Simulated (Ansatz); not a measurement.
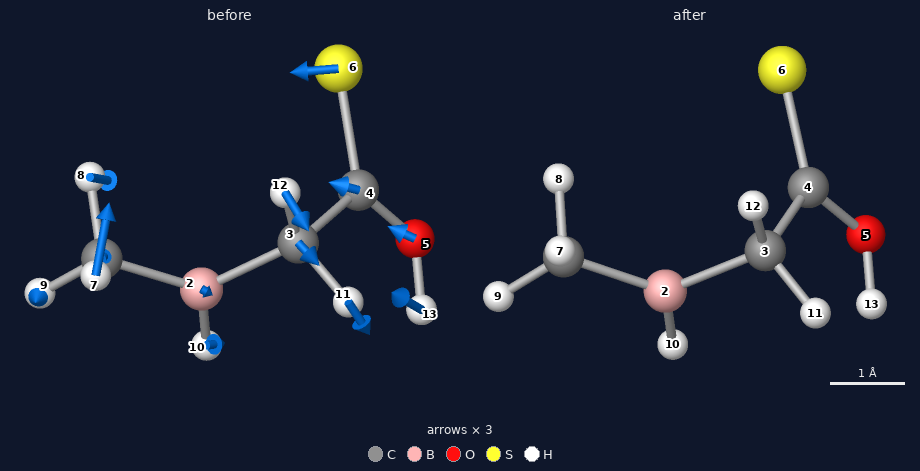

The structure of C3H7BOS (coarse preliminary run) before (left) and after (right) a relaxation, at one scale. The blue arrows give the displacements, magnified 3 times.

The picture is a ball-and-stick view, seen at a tilt.

The start comes from a force field.

Level of theory: RKS PBE-D4/def2-SVP (Ansatz). Set-up: force threshold 0.03 eV/Å; at most 200 steps.

**What changed between the two?**

The energy falls by 39.8 kJ/mol in 12 geometry steps. The largest force component goes from 2.4 to 0.028 eV/Å. An H atom moves most after the best rigid fit: 0.34 Å. Largest moves by element: H 0.34 Å, S 0.22 Å, C 0.15 Å, O 0.14 Å, B 0.06 Å. Near-neighbour distances that change, for instance: B–H 1.170 → 1.223 Å, C–C 1.561 → 1.511 Å, C–H 1.072 → 1.109 Å, C–S 1.678 → 1.647 Å. Bond angles that change, for instance: C–O–H 120.9° → 109.2°, C–C–S 115.4° → 123.6°, B–C–C 110.7° → 103.8°. Cost: 20 s on 4 threads of Arm Neoverse V1 (shared host).
